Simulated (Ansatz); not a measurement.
# C3H6O2 (1,3-dioxolane): the atomisation enthalpy at 298 K, rung by rung

The species is C3H6O2 (11 atoms), meant as a singlet with charge 0. As SMILES, `C1COCO1`. The shape is that of a PBE0-D4/def2-TZVP optimisation. This is one conformer, not always the lowest.

Each level gives the atomisation enthalpy at 298 K (kJ/mol). The values are calculated. The thermal term (zero-point and 298 K enthalpy, harmonic and unscaled) is that of B3LYP/6-31G*; the spin-orbit lowering of the free atoms at 298 K, 0.9 kJ/mol by their spectra, is taken off.

**What was measured.** CRC Handbook of Chemistry and Physics gives the atomisation enthalpy at 298 K of the gas as 4255 kJ/mol.

```
             level                    kind  program  value (kJ/mol)  computed − measured  CPU time (all runs)
   revPBE/def2-SVP                     GGA   Ansatz            4230                  -25                 10 s
  r2SCAN0/def2-SVP         hybrid meta-GGA   Ansatz            4213                  -42                 20 s
CAM-B3LYP/def2-SVP  range-separated hybrid   Ansatz            4301                  +46                 12 s
  wB97M-V/def2-SVP  range-separated hybrid   Ansatz            4340                  +85              1.7 min
   B2PLYP/def2-SVP           double hybrid   Ansatz            4189                  -66                 17 s
 RPA@PBE0/def2-SVP                     RPA   Ansatz            3939                 -316                 20 s
  CCSD(T)/def2-SVP   coupled cluster or CI   Ansatz            4035                 -220                 52 s
     CCSD/def2-SVP   coupled cluster or CI   Ansatz            3988                 -267                 33 s
```

Nearest: revPBE/def2-SVP (-25 kJ/mol); farthest: RPA@PBE0/def2-SVP (-316 kJ/mol). Computed less measured by kind, in kJ/mol (of the ab initio rows, those in def2-SVP): GGA -25; global hybrid -42; range-separated hybrid +46 to +85; double hybrid -66; RPA -316; coupled cluster or CI -267 to -220. Wave-function methods converge slowly with the basis and bind too weakly in sets of this size; that is part of their error here. Times are those of the runs behind each value, whatever else they computed, on shared processors of several kinds: orders of magnitude only.

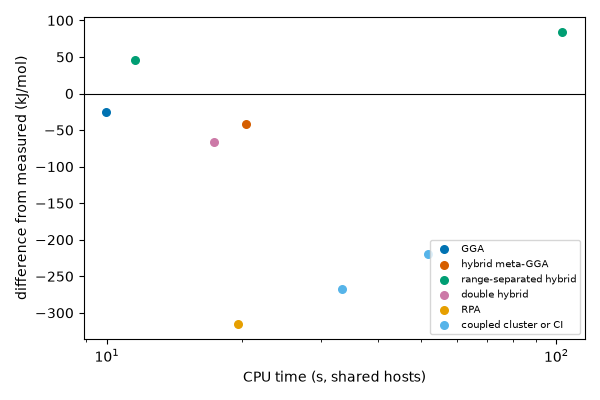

Difference from the measured value against processor time, one point a level.
